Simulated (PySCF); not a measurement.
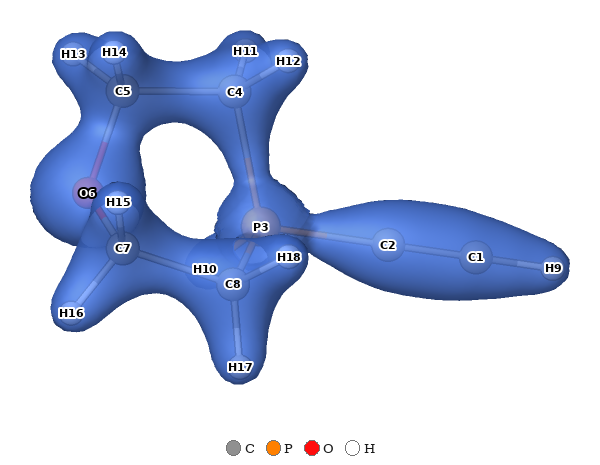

C6H10OP (SMILES C#C[PH+]1CCOCC1) (charge +1). Isosurface of the total electron density at 1 e/Å³ (blue), seen at a tilt.

Geometry: GFN2-xTB.

These are results of PySCF 2.14.0, B3LYP/def2-SVPD, SCF density, gas phase, not measurements.

Input file:

```
{"job": {"kind": "uv", "xc": "B3LYP", "basis": "def2-SVPD", "nstates": 8, "ntriplets": 3}, "charge": 1, "multiplicity": 1}
C      3.144566     1.704424     0.329181
C      2.134427     1.192249    -0.076792
P      0.669323     0.465465    -0.676620
C     -0.768530     1.136542     0.207679
C     -1.939515     0.303666    -0.364643
O     -1.419199    -0.604515    -1.317599
C     -0.766161    -1.738505    -0.775852
C      0.660875    -1.321153    -0.347056
H      4.031049     2.151893     0.683932
H      0.626931     0.744626    -2.020887
H     -0.876246     2.207691     0.026150
H     -0.610993     0.990108     1.281558
H     -2.636762     0.936055    -0.916824
H     -2.492533    -0.222084     0.419687
H     -1.338055    -2.160626     0.056007
H     -0.733863    -2.472153    -1.583255
H      1.441770    -1.827628    -0.918046
H      0.864157    -1.479735     0.716963
```

Command:

```sh
OMP_NUM_THREADS=1 python probes_run.py task.json out
```

What does this surface tell about the bonding?

Answer. At this value the surface is in one piece. It bridges the sampled C–C (1.20 Å), C–O (1.42 Å), C–P (1.74 Å) and C–H (1.05 Å) contacts, where the density stays above the isovalue. On the grid the lowest density along these lines, outside the cores, is 2.7 e/Å³ (C–C, 1.20 Å), 1.7 e/Å³ (C–O, 1.42 Å), 1.1 e/Å³ (C–P, 1.74 Å) and 2 e/Å³ (C–H, 1.05 Å).
